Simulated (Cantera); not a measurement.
Input: 1 mol Ti(OiPr)₄, 1.6 mol N₂, 3.9 mol H₂, equilibrated at 57.0 Pa.

Cantera equilibrium calculation (NASA polynomials, part measured and part estimated; ideal gas, pure solids and liquids). Candidate condensed phases: C, C₆H₆, C₇H₈, C₈H₁₈, H₂O, Ti, TiC, TiN, TiO, TiO₂, Ti₂O₃, Ti₃O₅, Ti₄O₇; 139 gas species. The feed counts by its element totals alone. TiC: taken at fixed stoichiometry. Equilibrium is a limit: real reactors are often held back by kinetics, nucleation or transport.

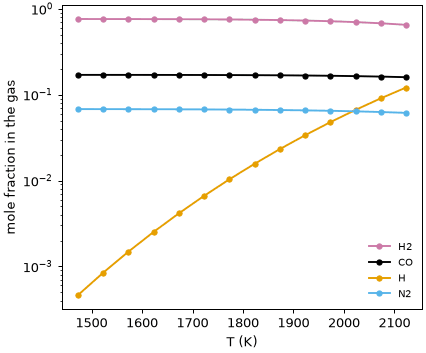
*Equilibrium gas composition (values under 1e-9 drawn at 1e-9)*

From 1473 K to 2123 K the condensed part is C(graphite) + TiC(s).
